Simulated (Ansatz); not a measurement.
## BaNiI6, from a guessed structure to a relaxed one

This structure for BaNiI6 is made up. Its elements were placed in a known structure type with a cell scaled to their sizes. What cell does the guess relax to, and how far off was it?

Main program and level: Ansatz 0.2.0; DFT, PBEsol, plane-wave PAW, files of the set soft_1, scalar-relativistic, ferromagnetic start, cell and ions relaxed at zero pressure; PAW set soft_1, in the first sound run; inputs show where later runs differ.

### Step 1. The structure

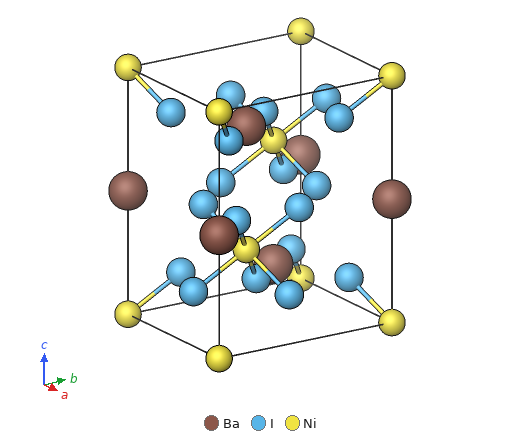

The starting structure, seen slightly off an axis (barium brown, iodine blue, nickel yellow). This picture shows the conventional cell, with its axes. Bonds to atoms that aren't drawn are left out. Some periodic images of atoms are drawn too.

### Step 2. Relaxing cell and atoms

The guess takes its coordinates from another compound and its volume from a rule, so the cell and any free coordinates are relaxed together.

The input, input.yaml:

```yaml
crystal:
  lattice:
    - [5.2865, 3.052162198, 3.295]
    - [-5.2865, 3.052162198, 3.295]
    - [0.0, -6.104324396, 3.295]
  atoms:
    - { symbol: Ba, position: [0.5, 0.5, 0.5] }
    - { symbol: I, position: [0.7221, 0.7221, 0.0852] }
    - { symbol: I, position: [0.0852, 0.7221, 0.7221] }
    - { symbol: I, position: [0.7221, 0.0852, 0.7221] }
    - { symbol: I, position: [0.9148, 0.2779, 0.2779] }
    - { symbol: I, position: [0.2779, 0.2779, 0.9148] }
    - { symbol: I, position: [0.2779, 0.9148, 0.2779] }
    - { symbol: Ni, position: [0.0, 0.0, 0.0], spin: 1.0 }
magnetization:
  spin_polarized: true
kpoints:
  mp_grid: { grid: [4, 4, 4] }
scf:
  occupations: { method: fermi_dirac, width: 0.05 }
hamiltonian:
  xc: pbesol
  pseudopotentials: { kind: paw, azcp: { folder: soft_1 }, xc_functional: pbe }
relax:
  f_tol: 0.015
  max_steps: 70
  cell: {}
output:
  forces: true
  stress: true
```

Launch:

```
$ ansatz run input.yaml --threads 4 --pin off --max-ram 10240MiB --backend cpu --events-out ev --progress --plain --runs-dir out
```

Numbers of over 12 decimals in the logs are rounded to 6 here.

The program printed:

```text
Engine: ansatz 0.2.0, x86_64-unknown-linux-gnu
Pseudopotentials: kind: paw
Pseudopotential: Ba, paw, valence charge 10, recommended cutoff 420 eV (normal), soft_1/Ba.paw.azcp
Pseudopotential: I, paw, valence charge 17, recommended cutoff 420 eV (normal), soft_1/I.paw.azcp
Pseudopotential: Ni, paw, valence charge 18, recommended cutoff 420 eV (normal), soft_1/Ni.paw.azcp
Functional definition: PBEsol
  exchange = pbesol_x
  correlation = pbesol_c
Crystal: 8 atoms, lattice volume = 318.994 Å³
Basis set: ecut = 420 eV, 6233 PW (Γ), exchange–correlation on 96×96×96 points (8 copies of the dense FFT grid, shifted against one another)
Bands: 79, of which v1, the nominal top of the filled ones, is band 65 counted from 1 (64 counted from 0)
Symmetry: 12 space group operations
Space group: R-3m (ITA 166), of the structure as read, at distance tolerance 6.8e-5 Å
Magnetic group: BNS 166.97 (UNI 1327), of the structure as read, at distance tolerance 6.8e-5 Å
k-points: 13 of 64
Non-local potential: Ba, projectors of the file, l = 0: 3, l = 1: 2, l = 2: 2, l = 3: 2
Non-local potential: I, projectors of the file, l = 0: 2, l = 1: 2, l = 2: 2, l = 3: 1
Non-local potential: Ni, projectors of the file, l = 0: 3, l = 1: 2, l = 2: 3, l = 3: 1
PAW form: soft (Blöchl's): semilocal exchange-correlation on the pseudo side does not see the compensation charge
PAW frozen core: Ba, regenerated for the run's functional, and the local potential with it (the file was generated under x = pbe(κ = 0.804, μ = 0.219515), c = pbe(β = 0.066725))
PAW frozen core: I, regenerated for the run's functional, and the local potential with it (the file was generated under x = pbe(κ = 0.804, μ = 0.219515), c = pbe(β = 0.066725))
PAW frozen core: Ni, regenerated for the run's functional, and the local potential with it (the file was generated under x = pbe(κ = 0.804, μ = 0.219515), c = pbe(β = 0.066725))
PAW one-centre angular grid: Ba, 194 points (default); XC on 64 Gauss nodes
PAW one-centre angular grid: I, 590 points (default); XC on 64 Gauss nodes
PAW one-centre angular grid: Ni, 590 points (default); XC on 64 Gauss nodes
Initial density: superposition of atomic densities (chi_scale 0.1, normalization cell, long waves kept (reshape's long-wave potential 0.02 eV rms))
Starting moments: Σ|m| = 1 μB on 1 of 8 sites
Initial wavefunctions: pseudopotential atomic-orbital guess
Functional: x = pbesol(κ = 0.804, μ = 0.123457), c = pbesol(β = 0.046)
SCF iter   1: F=—  HF=-56266.700140 eV  |F-HF|=—  |Δ(HF+E_count)|=         —  Δρ=2.80e-2 (↑2.12e-2 ↓2.80e-2)  dr2=1.18e1  dr2_m=7.21e-2  M=1.020 μB ∫|m|=1.079 μB  β_m=0.30  ethr=3.10e-3  ⟨swp⟩=12.5  Hψ=10741  notcnv=0  defer=16
Mixer restart at iter 1: flushing history
preconditioner: auto → Kerker (q_TF=auto, 2.349 Å⁻¹)  [metal: Δε(μ)=0.014 eV  Ē_g=7.973 eV  σ=0.050 eV  W_gap=0.07  n_scr=74 (ndim 8)  ℏωp=16.1 eV  f_vac=0.045  D(μ)=8.69/eV (n_scr^D=62)]
spin=Collinear: Kerker preconditioning applied to the charge; magnetization (m = ρ↑ − ρ↓) channel mixes plain (no charge-response kernel on spin).
SCF iter   2: F=—  HF=-56267.148733 eV  |F-HF|=—  |Δ(HF+E_count)|=   4.49e-1  Δρ=1.32e-2 (↑1.10e-2 ↓1.32e-2)  dr2=4.01e0  dr2_m=3.26e-2  M=0.968 μB ∫|m|=1.088 μB  β_m=0.37  ethr=3.10e-3  ⟨swp⟩=3.0  Hψ=5604  notcnv=0  defer=154
SCF iter   3: F=—  HF=-56266.580161 eV  |F-HF|=—  |Δ(HF+E_count)|=   5.69e-1  Δρ=1.11e-2 (↑7.19e-3 ↓1.11e-2)  dr2=2.32e0  dr2_m=2.05e-2  M=0.940 μB ∫|m|=1.081 μB  β_m=0.41  ethr=3.08e-3  ⟨swp⟩=3.0  Hψ=2687  notcnv=0  defer=148
SCF iter   4: F=—  HF=-56266.314572 eV  |F-HF|=—  |Δ(HF+E_count)|=   2.66e-1  Δρ=5.18e-3 (↑5.18e-3 ↓2.71e-3)  dr2=2.41e-1  dr2_m=1.06e-2  M=0.827 μB ∫|m|=1.047 μB  β_m=0.71  ethr=1.79e-3  ⟨swp⟩=3.0  Hψ=3051  notcnv=0  defer=148
SCF iter   5: F=—  HF=-56266.281945 eV  |F-HF|=—  |Δ(HF+E_count)|=         —  Δρ=3.24e-3 (↑3.24e-3 ↓1.19e-3)  dr2=8.35e-2  dr2_m=5.75e-3  M=0.705 μB ∫|m|=0.939 μB  β_m=0.71  ethr=1.86e-4  ⟨swp⟩=4.1  Hψ=4533  notcnv=0  defer=146
Mixer restart at iter 5: flushing history
SCF iter   6: F=—  HF=-56266.293655 eV  |F-HF|=—  |Δ(HF+E_count)|=   1.17e-2  Δρ=2.84e-3 (↑1.77e-3 ↓2.84e-3)  dr2=4.47e-2  dr2_m=1.05e-3  M=0.710 μB ∫|m|=0.931 μB  β_m=0.64  ethr=6.43e-5  ⟨swp⟩=2.5  Hψ=3968  notcnv=0  defer=146
SCF iter   7: F=—  HF=-56266.287305 eV  |F-HF|=—  |Δ(HF+E_count)|=   6.35e-3  Δρ=2.61e-3 (↑2.61e-3 ↓1.41e-3)  dr2=5.50e-2  dr2_m=1.19e-3  M=0.685 μB ∫|m|=0.913 μB  β_m=0.48  ethr=3.44e-5  ⟨swp⟩=2.5  Hψ=4233  notcnv=0  defer=142
SCF iter   8: F=—  HF=-56266.281515 eV  |F-HF|=—  |Δ(HF+E_count)|=   5.79e-3  Δρ=1.08e-3 (↑5.78e-4 ↓1.08e-3)  dr2=1.06e-2  dr2_m=2.14e-4  M=0.686 μB ∫|m|=0.901 μB  β_m=0.78  ethr=3.44e-5  ⟨swp⟩=2.5  Hψ=3989  notcnv=0  defer=141
SCF iter   9: F=—  HF=-56266.281771 eV  |F-HF|=—  |Δ(HF+E_count)|=   2.55e-4  Δρ=4.68e-4 (↑1.96e-4 ↓4.68e-4)  dr2=2.23e-3  dr2_m=6.37e-5  M=0.671 μB ∫|m|=0.879 μB  β_m=0.83  ethr=8.16e-6  ⟨swp⟩=2.0  Hψ=2460  notcnv=0  defer=141
SCF iter  10: F=—  HF=-56266.281418 eV  |F-HF|=—  |Δ(HF+E_count)|=   3.53e-4  Δρ=2.01e-4 (↑1.65e-4 ↓2.01e-4)  dr2=4.38e-4  dr2_m=1.28e-6  M=0.664 μB ∫|m|=0.871 μB  β_m=0.91  ethr=1.72e-6  ⟨swp⟩=2.0  Hψ=2513  notcnv=0  defer=141
SCF iter  11: F=—  HF=-56266.281427 eV  |F-HF|=—  |Δ(HF+E_count)|=   9.21e-6  Δρ=8.81e-5 (↑5.56e-5 ↓8.81e-5)  dr2=9.84e-5  dr2_m=1.03e-6  M=0.665 μB ∫|m|=0.872 μB  β_m=0.88  ethr=3.37e-7  ⟨swp⟩=3.0  Hψ=4016  notcnv=0  defer=141
SCF iter  12: F=—  HF=-56266.281408 eV  |F-HF|=—  |Δ(HF+E_count)|=   1.89e-5  Δρ=2.53e-5 (↑1.04e-5 ↓2.53e-5)  dr2=5.29e-6  dr2_m=6.53e-7  M=0.664 μB ∫|m|=0.871 μB  β_m=0.94  ethr=7.57e-8  ⟨swp⟩=3.0  Hψ=3915  notcnv=0  defer=141
SCF iter  13: F=—  HF=-56266.281408 eV  |F-HF|=—  |Δ(HF+E_count)|=   1.04e-7  Δρ=1.58e-5 (↑6.20e-6 ↓1.58e-5)  dr2=1.74e-6  dr2_m=7.70e-8  M=0.664 μB ∫|m|=0.871 μB  β_m=0.97  ethr=4.07e-9  ⟨swp⟩=2.0  Hψ=2506  notcnv=0  defer=141
SCF iter  14: F=—  HF=-56266.281408 eV  |F-HF|=—  |Δ(HF+E_count)|=   3.74e-7  Δρ=3.01e-6 (↑2.91e-6 ↓3.01e-6)  dr2=1.10e-7  dr2_m=7.12e-11  M=0.664 μB ∫|m|=0.871 μB  β_m=0.98  ethr=1.33e-9  ⟨swp⟩=2.0  Hψ=2600  notcnv=0  defer=141
SCF iter  15: F=—  HF=-56266.281408 eV  |F-HF|=—  |Δ(HF+E_count)|=   1.29e-8  Δρ=2.55e-6 (↑1.42e-6 ↓2.55e-6)  dr2=5.27e-8  dr2_m=1.06e-9  M=0.664 μB ∫|m|=0.871 μB  β_m=0.99  ethr=8.43e-11  ⟨swp⟩=2.4  Hψ=3836  notcnv=0  defer=141
SCF iter  16: F=-56266.281408 eV  HF=-56266.281409 eV  |F-HF|=5.97e-8  |Δ(HF+E_count)|=   6.98e-9  Δρ=2.86e-6 (↑1.86e-6 ↓2.86e-6)  dr2=6.83e-8  dr2_m=7.74e-10  M=0.664 μB ∫|m|=0.871 μB  ethr=4.05e-11  ⟨swp⟩=2.0  Hψ=6171  notcnv=0
[...]
relax step   7: F+E_penalty+E_count = -56267.32124496 eV  Δ(F+E_penalty+E_count) = -3.168e-4 eV  max|allowed force component| = 4.481e-3 eV/Å  Δτ_max = 0.0048 Å  P = -0.015 GPa  Ω = 277.624 Å³  energy of the carried Pulay correction = +4.880e-3 eV  (10 SCF iters, dr2 threshold 3.81e-8 eV, accepted)
Initial wavefunctions: pseudopotential atomic-orbital guess (no wavefunctions were taken with the density)
iter 1 solved again at ethr=3.91e-6 eV; its pass at ethr=3.10e-3 eV (dr2=5.09e-3 eV) is discarded
SCF iter   1: F=—  HF=-56267.316635 eV  |F-HF|=—  |Δ(HF+E_count)|=         —  Δρ=1.68e-4 (↑1.68e-4 ↓1.68e-4)  dr2=1.61e-4  dr2_m=3.55e-12  M=-0.000 μB ∫|m|=0.000 μB  β_m=0.65  ethr=3.91e-6  ⟨swp⟩=6.0  Hψ=14038  notcnv=0  defer=2
preconditioner: auto → Kerker (q_TF=auto, 2.060 Å⁻¹)  [metal: Δε(μ)=0.015 eV  Ē_g=9.824 eV  σ=0.050 eV  W_gap=0.08  n_scr=48 (ndim 8)  ℏωp=17.3 eV  f_vac=0.036  D(μ)=4.17/eV (n_scr^D=24)]
spin=Collinear: Kerker preconditioning applied to the charge; magnetization (m = ρ↑ − ρ↓) channel mixes plain (no charge-response kernel on spin).
SCF iter   2: F=—  HF=-56267.317044 eV  |F-HF|=—  |Δ(HF+E_count)|=   4.08e-4  Δρ=6.20e-5 (↑6.20e-5 ↓6.20e-5)  dr2=1.15e-5  dr2_m=6.58e-13  M=-0.000 μB ∫|m|=0.000 μB  β_m=0.47  ethr=1.24e-7  ⟨swp⟩=2.0  Hψ=3774  notcnv=0
SCF iter   3: F=—  HF=-56267.317097 eV  |F-HF|=—  |Δ(HF+E_count)|=   5.31e-5  Δρ=4.32e-5 (↑4.32e-5 ↓4.32e-5)  dr2=1.07e-5  dr2_m=5.89e-13  M=-0.000 μB ∫|m|=0.000 μB  β_m=0.45  ethr=8.84e-9  ⟨swp⟩=2.5  Hψ=3798  notcnv=0
SCF iter   4: F=—  HF=-56267.317120 eV  |F-HF|=—  |Δ(HF+E_count)|=   2.38e-5  Δρ=1.89e-5 (↑1.89e-5 ↓1.89e-5)  dr2=2.55e-6  dr2_m=5.85e-13  M=-0.000 μB ∫|m|=0.000 μB  β_m=0.72  ethr=8.22e-9  ⟨swp⟩=2.0  Hψ=3740  notcnv=0
SCF iter   5: F=—  HF=-56267.317132 eV  |F-HF|=—  |Δ(HF+E_count)|=   1.20e-5  Δρ=2.39e-5 (↑2.39e-5 ↓2.39e-5)  dr2=5.81e-6  dr2_m=2.67e-13  M=-0.000 μB ∫|m|=0.000 μB  β_m=0.86  ethr=1.97e-9  ⟨swp⟩=2.0  Hψ=3662  notcnv=0
SCF iter   6: F=—  HF=-56267.317139 eV  |F-HF|=—  |Δ(HF+E_count)|=   6.51e-6  Δρ=1.92e-5 (↑1.92e-5 ↓1.92e-5)  dr2=3.89e-6  dr2_m=3.40e-13  M=-0.000 μB ∫|m|=0.000 μB  β_m=0.93  ethr=1.97e-9  ⟨swp⟩=2.0  Hψ=3754  notcnv=0
SCF iter   7: F=—  HF=-56267.317142 eV  |F-HF|=—  |Δ(HF+E_count)|=   3.40e-6  Δρ=5.22e-6 (↑5.22e-6 ↓5.21e-6)  dr2=2.59e-7  dr2_m=9.71e-14  M=-0.000 μB ∫|m|=0.000 μB  β_m=0.93  ethr=1.97e-9  ⟨swp⟩=3.0  Hψ=4010  notcnv=0
SCF iter   8: F=—  HF=-56267.317142 eV  |F-HF|=—  |Δ(HF+E_count)|=   8.52e-8  Δρ=9.46e-7 (↑9.46e-7 ↓9.42e-7)  dr2=8.63e-9  dr2_m=1.51e-14  M=-0.000 μB ∫|m|=0.000 μB  β_m=0.96  ethr=1.99e-10  ⟨swp⟩=2.0  Hψ=3808  notcnv=0
SCF iter   9: F=—  HF=-56267.317142 eV  |F-HF|=—  |Δ(HF+E_count)|=   2.76e-9  Δρ=3.17e-7 (↑3.17e-7 ↓3.14e-7)  dr2=1.01e-9  dr2_m=6.44e-15  M=-0.000 μB ∫|m|=0.000 μB  β_m=0.98  ethr=6.64e-12  ⟨swp⟩=2.0  Hψ=2684  notcnv=0
SCF iter  10: F=—  HF=-56267.317142 eV  |F-HF|=—  |Δ(HF+E_count)|=   2.22e-7  Δρ=2.41e-8 (↑2.40e-8 ↓2.41e-8)  dr2=1.28e-11  dr2_m=7.92e-16  M=-0.000 μB ∫|m|=0.000 μB  β_m=0.99  ethr=1.00e-12  ⟨swp⟩=2.0  Hψ=3812  notcnv=0
SCF iter  11: F=—  HF=-56267.317142 eV  |F-HF|=—  |Δ(HF+E_count)|=  5.09e-11  Δρ=4.73e-8 (↑4.73e-8 ↓4.63e-8)  dr2=1.82e-11  dr2_m=7.74e-16  M=-0.000 μB ∫|m|=0.000 μB  β_m=0.92  ethr=1.00e-12  ⟨swp⟩=1.1  Hψ=2060  notcnv=0
SCF iter  12: F=-56267.317142 eV  HF=-56267.317142 eV  |F-HF|=1.46e-11  |Δ(HF+E_count)|=  1.46e-11  Δρ=5.79e-9 (↑5.57e-9 ↓5.79e-9)  dr2=6.84e-13  dr2_m=6.26e-17  M=-0.000 μB ∫|m|=0.000 μB  ethr=1.00e-12  ⟨swp⟩=3.0  Hψ=6411  notcnv=0
the starting moments were not kept: the SCF closed with an absolute magnetisation of 3.3e-8 μB, where they sum to 1 μB in size (1 site). That is at most 0.1 of that sum. Measured as dr2_m measures the in/out step, that magnetisation stands 1.3e-15 eV from none, at or under the dr2_threshold of 8.0e-11 eV: it is no larger than a step whose dr2_m would equal this threshold.
SCF 8 converged in 12 iterations: F = -56267.317142 eV  dr2 = 6.84e-13
relax step   8: F+E_penalty+E_count = -56267.31714214 eV  Δ(F+E_penalty+E_count) = +4.103e-3 eV  max|allowed force component| = 4.299e-3 eV/Å  Δτ_max = 0.0000 Å  P = -0.016 GPa  Ω = 277.624 Å³  stress off target by 1.65e-2 GPa  SCF on the basis re-selected at this cell (its energy is not comparable with the rows above)  (12 SCF iters)
basis re-selected at this cell: Δ(F+E_penalty+E_count) = +4.103e-3 eV, ΔP = -0.002 GPa vs the last step (what re-selecting the basis moved, of the pressure what is left beyond the Pulay correction that the steps carried, after the strain that the cell walked since its last selection, with what the two solves' SCF thresholds leave and, on support functions, any second-order correction that the steps lacked; it is no m [...]
SCF converged after 12 iterations
Magnetization: -0.0000 μB (65.0000 up, 65.0000 down)
Absolute magnetization: 0.0000 μB (∫|ρ↑−ρ↓|, with the PAW one-centre terms)
Spin contamination: 0.0000 ħ² per cell (⟨S²⟩ above its minimum at these occupations)
Per-site moments (μB) at R_I (Å): [(-1.4292365224648359e-10, 1.444485), (2.445542142627773e-10, 1.075982), (2.445538307571236e-10, 1.075982), (2.4455446996190513e-10, 1.075982), (2.4455382655725733e-10, 1.075982), (2.445540032530975e-10, 1.075982), (2.4455438515590456e-10, 1.075982), (-2.0430145459953516e-8, 1.075982)]
Free energy (F): -56267.317142 eV
Harris-Foulkes:  -56267.317142 eV  (|F-HF|=1.46e-11)
Internal energy: -56267.281771 eV  (E = F + TS)
E sigma→0 (E₀):  -56267.299457 eV
Entropy (-TS):   -0.035371 eV (-4.421 meV/atom)
Fermi energy:    7.227483 eV
--- Per-component energies (eV) ---
  E_band       = -2679.654088
  E_kinetic    = 1456.681952
  E_local      = -18787.195979  (includes V_loc(G=0)·N_el)
  E_nonlocal   = 681.441361
  E_hartree    = 8756.987956
  E_xc         = -952.743416
  E_vxc        = -940.000580  (∫ρ·V_xc dr)
  E_paw        = -34950.246817  (= ΣΔE_a)
  E_vpaw       = -2604.542848  (= ΣTr[D̂ρ^β])
  E_aug_tail   = -0.013965  (compensation charges beyond the density's cutoff)
  E_ewald      = -12475.014406
  E_core_change = 2.821542  (= ΣΔE_core)
  E_smearing   = -0.035371  (= −TS)
  E_closure    = 0.000000  (closes the sum)
  Σ components = -56267.317142   (vs F -56267.317142, Δ=0.00e0)
--- Forces (eV/Å), atoms counted from 1 ---
  atom   1  Ba     0.00000000    -0.00000000    -0.00000000
  atom   2  I      0.00000000     0.00307328    -0.00429940
  atom   3  I     -0.00266153    -0.00153664    -0.00429940
  atom   4  I      0.00266153    -0.00153664    -0.00429940
  atom   5  I      0.00266153     0.00153664     0.00429940
  atom   6  I     -0.00000000    -0.00307328     0.00429940
  atom   7  I     -0.00266153     0.00153664     0.00429940
  atom   8  Ni     0.00000000     0.00000000    -0.00000000
  max |Σ_I F_I| component: 5.64e-18 eV/Å
--- Stress (GPa, compression-positive) ---
       -0.016445       0.000000       0.000000
        0.000000      -0.016445       0.000000
        0.000000       0.000000      -0.016469
  P = ⅓ Tr σ = -0.0165 GPa (-0.165 kbar)
--- Relaxed structure (7 steps of the walk, 7 accepted, 1 SCFs on fresh bases) ---
  F+E_penalty+E_count = -56267.31714214 eV   max|allowed force component| = 4.299e-3 eV/Å   (the final SCF, on the basis selected at the relaxed cell)
  cell:  # Å, volume = 277.6235 Å³
    - [5.336175, 3.080842, 2.814528]
    - [-5.336175, 3.080842, 2.814528]
    - [-4.9905704997975983e-17, -6.161684, 2.814528]
  atoms:
    - { symbol: Ba, position: [0.5, 0.5, 0.5] }
    - { symbol: I, position: [0.709790, 0.709790, 0.060111] }
    - { symbol: I, position: [0.060111, 0.709790, 0.709790] }
    - { symbol: I, position: [0.709790, 0.060111, 0.709790] }
    - { symbol: I, position: [0.939889, 0.290210, 0.290210] }
    - { symbol: I, position: [0.290210, 0.290210, 0.939889] }
    - { symbol: I, position: [0.290210, 0.939889, 0.290210] }
    - { symbol: Ni, position: [4.274442997626688e-19, 5.043526161698928e-19, 2.527638794992484e-19] }
```

Wall time 2 min (4 threads of Intel Xeon Platinum 8488C (Sapphire Rapids), shared host); peak memory 1.3 GiB.

Step by step:

| step | energy less that of the first step (eV) | largest force component (eV/Å) | pressure (GPa) | volume (Å³) |
| --- | --- | --- | --- | --- |
| 1 | 0.0000 | 0.3636 | -3.42 | 318.99 |
| 2 | -0.7312 | 0.2364 | -1.72 | 284.88 |
| 3 | -0.9459 | 0.1134 | 0.66 | 267.43 |
| 4 | -0.9937 | 0.0238 | 0.43 | 268.40 |
| 5 | -1.0364 | 0.0302 | 0.09 | 275.50 |
| 6 | -1.0395 | 0.0218 | 0.08 | 276.76 |
| 7 | -1.0398 | 0.0045 | -0.01 | 277.62 |
| 8* | -1.0357 | 0.0043 | -0.02 | 277.62 |

Relaxation steps marked * repeat the geometry before them on a plane-wave basis chosen anew for their cell, so energy and pressure can jump there.

Forces are held to the 12 operations that the run works with; a distortion that breaks them can't arise in this run.

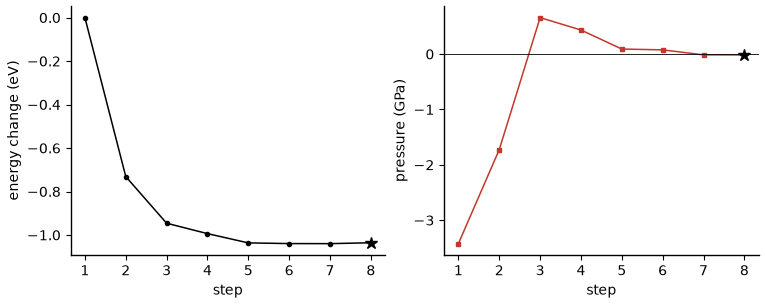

Energy and pressure along the relaxation. Stars mark steps on a basis chosen anew.

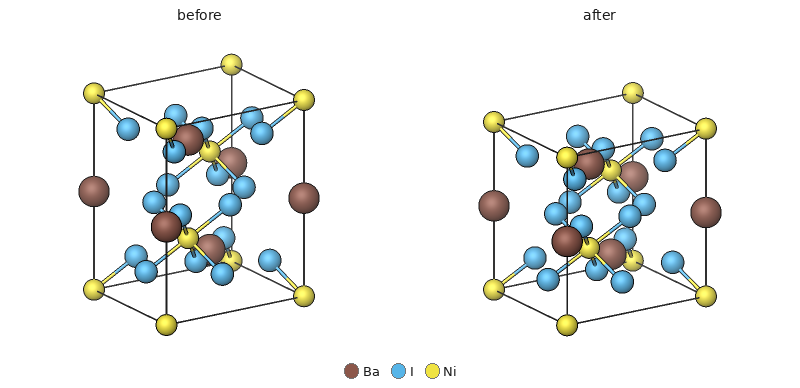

Before and after, at one scale. Bonds to atoms that aren't drawn are left out.

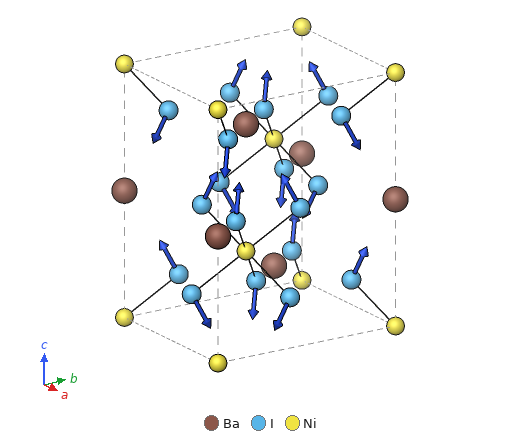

Displacements in the relaxation, exaggerated, measured against the changing cell; the longest in the cell stands for 0.16 Å. Bonds to atoms that aren't drawn are left out. Some periodic images of atoms are drawn too.

| cell as run | before | after | change |
| --- | --- | --- | --- |
| a (Å) | 6.937 | 6.774 | -2.3 % |
| b (Å) | 6.937 | 6.774 | -2.3 % |
| c (Å) | 6.937 | 6.774 | -2.3 % |
| α (°) | 99.30 | 103.95 | +4.7 % |
| β (°) | 99.30 | 103.95 | +4.7 % |
| γ (°) | 99.30 | 103.95 | +4.7 % |
| volume (Å³/atom) | 39.87 | 34.70 | -13.0 % |

The atoms that moved most (Å, as changes of fractional coordinates times the final cell):

| atom | dx | dy | dz | length |
| --- | --- | --- | --- | --- |
| I5 | 0.068 | 0.039 | 0.140 | 0.161 |
| I7 | -0.068 | 0.039 | 0.140 | 0.161 |
| I4 | 0.068 | -0.039 | -0.140 | 0.161 |
| I3 | -0.068 | -0.039 | -0.140 | 0.161 |
| I2 | 0.000 | 0.079 | -0.140 | 0.161 |
| I6 | 0.000 | -0.079 | 0.140 | 0.161 |

The relaxed structure:

```cif
data_structure
_symmetry_space_group_name_H-M 'P 1'
_symmetry_Int_Tables_number 1
_cell_length_a 6.7741
_cell_length_b 6.7741
_cell_length_c 6.7741
_cell_angle_alpha 103.949
_cell_angle_beta 103.949
_cell_angle_gamma 103.949
_cell_volume 277.62
loop_
_atom_site_label
_atom_site_type_symbol
_atom_site_fract_x
_atom_site_fract_y
_atom_site_fract_z
_atom_site_occupancy
Ba1 Ba 0.50000 0.50000 0.50000 1
I2 I 0.70979 0.70979 0.06011 1
I3 I 0.06011 0.70979 0.70979 1
I4 I 0.70979 0.06011 0.70979 1
I5 I 0.93989 0.29021 0.29021 1
I6 I 0.29021 0.29021 0.93989 1
I7 I 0.29021 0.93989 0.29021 1
Ni8 Ni 0.00000 0.00000 0.00000 1
```

This step gave:

```yaml
free_energy: -56267.3171 eV
energy_at_zero_smearing: -56267.2995 eV
smearing_term_ts: 0.03537 eV
fermi_energy: 7.227 eV
electrons: 130
symmetry_operations: 12
pressure: -0.01645 GPa
```

[end of part 1 of 2]

[Logs are printed without paths, hosts, clocks, repeated set-up lines and the standing remarks that a program may print on its own settings, such as how far it seeks lower states.]

[Hosts, paths, dates, database ids (printed as entryN), source tags and the programs' standing remarks are cut or masked in the printed files.]
